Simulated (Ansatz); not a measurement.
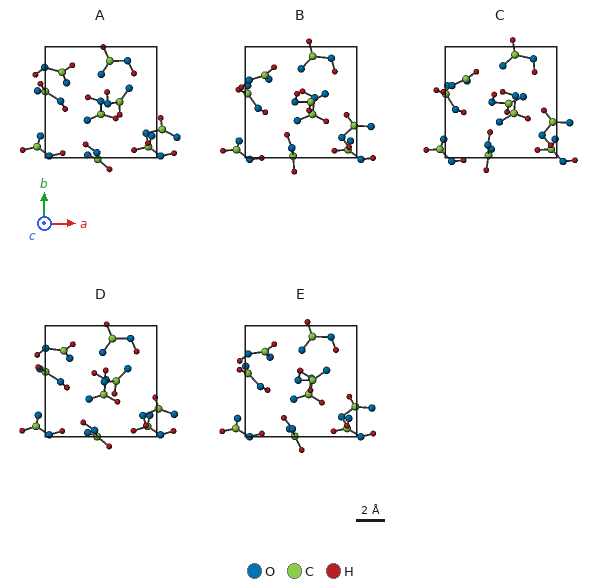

5 geometries from one relaxation of an amorphous cell of composition H2CO2, in shuffled order. A ball-and-stick model of the cell of the calculation, seen along the c axis.

The cell holds 8 HCOOH. The run prepares the start of a later molecular dynamics calculation, from a guessed geometry.

All numbers below come from DFT PBE-D3(BJ), scalar-relativistic, plane waves, PAW in Ansatz. Settings: plane-wave cutoff 420 eV; k-point mesh 1 × 1 × 1; occupations fermi dirac; smearing width 0.02 eV; no spin polarisation; atoms relaxed in a fixed cell; force threshold 0.3 eV/Å; at most 15 steps.

Order the frames from highest to lowest energy.

Answer. C, B, E, D, A. They are steps 0, 4, 7, 12, 15, at +74.1 meV per atom, +33.4 meV per atom, +18.0 meV per atom, +6.3 meV per atom relative to the last. After 14 accepted moves (15 points after the start) the energy has fallen by 74.1 meV per atom. Largest force component: 1.3 eV/Å at the start, 0.27 eV/Å at the end. 1 step only repeated the SCF at the same geometry. The forces were under the threshold at step 9, but the run went on from there. The largest move is that of an H atom, 1.78 Å along [3 0 −1]. Largest moves by element: H 1.78 Å, O 1.45 Å, C 1.02 Å. The cell doesn't change. Near-neighbour distances that change, for instance: H–O 0.980 → 1.020 Å, C–O 1.350 → 1.313 Å, C–O 1.212 → 1.231 Å, C–O 1.350 → 1.333 Å. Bond angles that change, for instance: C–O–H 106.0° → 114.1°, C–O–H 106.0° → 113.5°, C–O–H 106.0° → 111.5°.

Limits of the set-up: the program's low-accuracy preset was used; the periodic images lie only 8.0 Å apart, so the values are limited by the cell's size.
